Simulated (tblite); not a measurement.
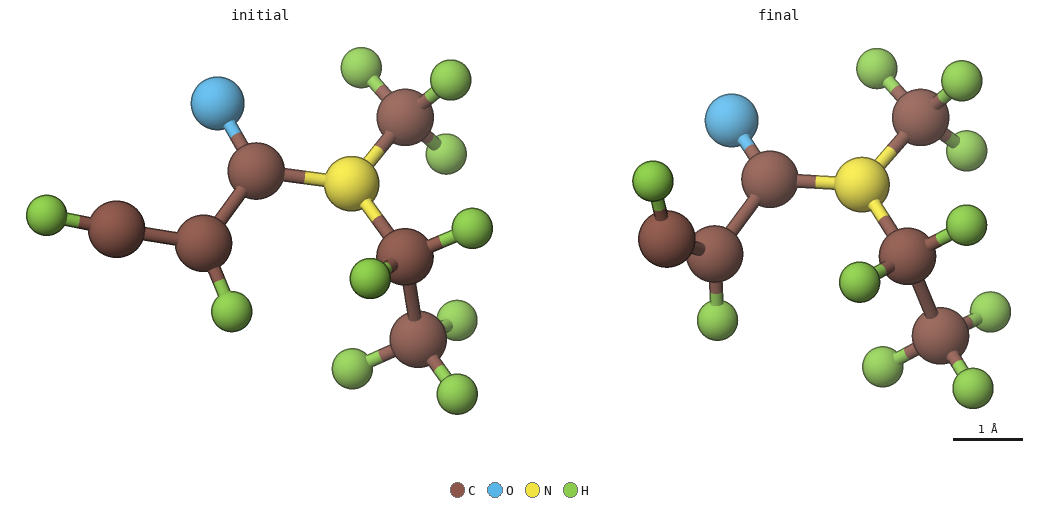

The structure of C$_{6}$H$_{10}$NO (multiplicity 2) before (left) and after (right) a relaxation, at one scale.

Style: ball-and-stick. Shown at a tilt.

Level of theory: GFN2-xTB geometry optimisation, gas phase in tblite. 

**What changed between the two?**

The largest move after the best rigid fit is that of an H atom, 1.58 Å. By element the largest moves are H 1.58 Å, C 0.64 Å, O 0.57 Å, N 0.14 Å. Among the contacts that change: C–C 1.480 → 1.533 Å, C–N 1.398 → 1.346 Å, C–C 1.318 → 1.287 Å, C–N 1.469 → 1.447 Å. Bond angles that change, for instance: C–C–H 177.7° → 136.1°, C–C–H 120.2° → 112.8°, C–C–H 118.7° → 123.4°. Groups turn about C–C by about 60°. After 120 geometry steps the energy has fallen by 0.406 eV. Cost: 0.78 s on 1 thread of Intel(R) Xeon(R) Platinum 8488C, with other jobs on the host.
